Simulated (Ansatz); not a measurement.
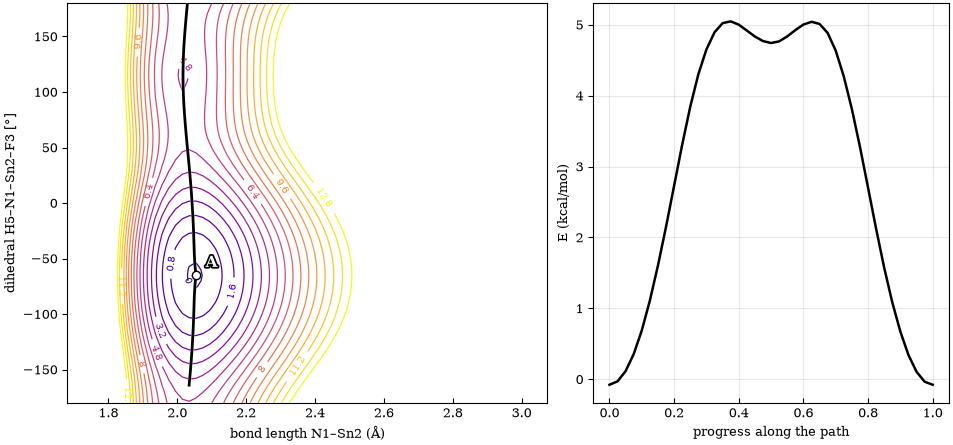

F2H2NSn, SMILES [NH2][Sn]([F])[F], spin multiplicity 2. First axis: bond length N1–Sn2. Second axis: dihedral H5–N1–Sn2–F3. Nothing is relaxed (all other coordinates rigid). The grid has 13 × 12 points. Energies are in kcal/mol, from the lowest grid point. Theory: UKS PBE0-D4/def2-TZVP in Ansatz.

Drawn: contour lines labelled in kcal/mol (none above 12.8), a line along the lowest path, the energy along the path at the right, the start A. Between grid points the surface is interpolated.

> Describe the path and its barrier.

The easiest path leads from the well at about bond length N1–Sn2 = 2.05 Å, dihedral H5–N1–Sn2–F3 = −65° to its copy one period on. Its highest point lies about 5.1 kcal/mol above the bottom of the first well on the interpolated surface, at about bond length N1–Sn2 = 2.02 Å, dihedral H5–N1–Sn2–F3 = 70°. The start is the relaxed structure and all else is held, so a fully relaxed path at this level can only be lower. On the way the path dips through a shallower well, about 0.3 kcal/mol deep.
